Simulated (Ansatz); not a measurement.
Input file:

```
crystal:
  periodic: [false, false, false]
  atoms:
    - {symbol: C, position_ang: [-1.455903, -1.858699, -0.856562]}
    - {symbol: C, position_ang: [-2.394872, -0.828626, -0.262206]}
    - {symbol: N, position_ang: [-1.795984, 0.474569, -0.078208]}
    - {symbol: C, position_ang: [-2.691128, 1.387772, 0.594400]}
    - {symbol: Ti, position_ang: [-0.084231, 1.031675, -0.652678]}
    - {symbol: O, position_ang: [0.400621, 0.387467, -2.299261]}
    - {symbol: O, position_ang: [-0.020754, 2.848506, -0.620736]}
    - {symbol: N, position_ang: [1.131369, 0.315711, 0.595561]}
    - {symbol: C, position_ang: [0.886224, -0.323351, 1.860575]}
    - {symbol: C, position_ang: [2.525748, 0.343723, 0.195896]}
    - {symbol: C, position_ang: [3.065992, -1.005908, -0.252227]}
    - {symbol: H, position_ang: [-0.576200, -2.001316, -0.223062]}
    - {symbol: H, position_ang: [-1.109991, -1.560518, -1.847657]}
    - {symbol: H, position_ang: [-1.965835, -2.820086, -0.945067]}
    - {symbol: H, position_ang: [-2.755658, -1.188500, 0.715080]}
    - {symbol: H, position_ang: [-3.291215, -0.737277, -0.896505]}
    - {symbol: H, position_ang: [-2.942837, 1.026863, 1.602546]}
    - {symbol: H, position_ang: [-3.636021, 1.498646, 0.042971]}
    - {symbol: H, position_ang: [-2.239895, 2.376271, 0.687636]}
    - {symbol: H, position_ang: [0.480192, 0.883848, -3.114322]}
    - {symbol: H, position_ang: [0.550024, 3.453195, -0.147499]}
    - {symbol: H, position_ang: [1.461951, 0.155826, 2.666356]}
    - {symbol: H, position_ang: [-0.171752, -0.255328, 2.115221]}
    - {symbol: H, position_ang: [1.159309, -1.387939, 1.855728]}
    - {symbol: H, position_ang: [3.134410, 0.739265, 1.024001]}
    - {symbol: H, position_ang: [2.643174, 1.056068, -0.630017]}
    - {symbol: H, position_ang: [2.491977, -1.370227, -1.106868]}
    - {symbol: H, position_ang: [4.114368, -0.921813, -0.549803]}
    - {symbol: H, position_ang: [3.007317, -1.747915, 0.546910]}
basis:
  gaussian: {orbitals: def2-TZVPP}
hamiltonian: {xc: pbe0, dispersion: d4}
output: {orbitals: {seedname: orbitals}}
```

Run with:

```sh
ansatz run in.yaml --threads 11 --pin off --events-out ev --progress --plain --max-ram 174080MiB --backend cuda --devices 0, --max-vram 75GiB
```

Geometry: PBE0-D4/def2-TZVP.

Computed with Ansatz 0.2.0, RKS PBE0-D4/def2-TZVPP.

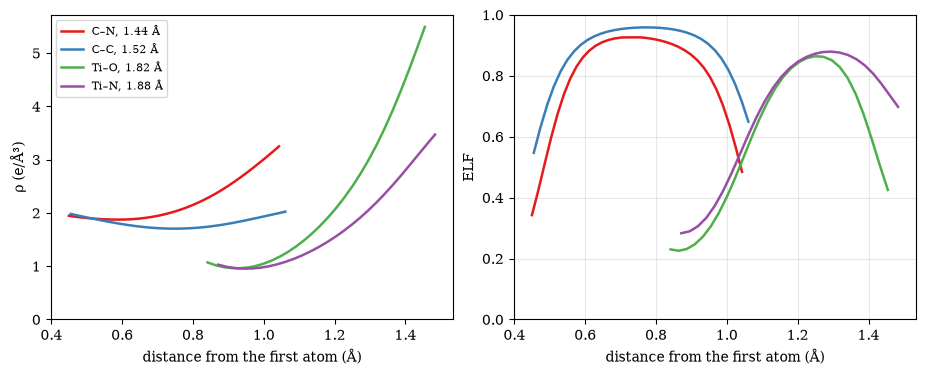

C$_{6}$H$_{18}$N$_{2}$O$_{2}$Ti. Electron density and ELF along straight lines between neighbouring atoms. The curves leave out the atomic cores.

> What can be read from the curves?

C–N (1.44 Å): ρ at the midpoint is about 2 e/Å³; the ELF peaks at about 0.95 between the atoms, as expected for a covalent bond.
C–C (1.52 Å): the density is about 1.7 e/Å³ at the midpoint; the ELF peaks at about 0.95 between the atoms, as expected for a shared electron pair.
Ti–O (1.82 Å): ρ is about 0.96 e/Å³ halfway; the ELF peaks at about 0.85 in the valence shell of O, 0.6 Å from its nucleus, and is about 0.25 at the midpoint.
Ti–N (1.88 Å): ρ is about 0.95 e/Å³ halfway; the ELF peaks at about 0.90 in the valence shell of N, 0.6 Å from its nucleus, and is about 0.35 at the midpoint.
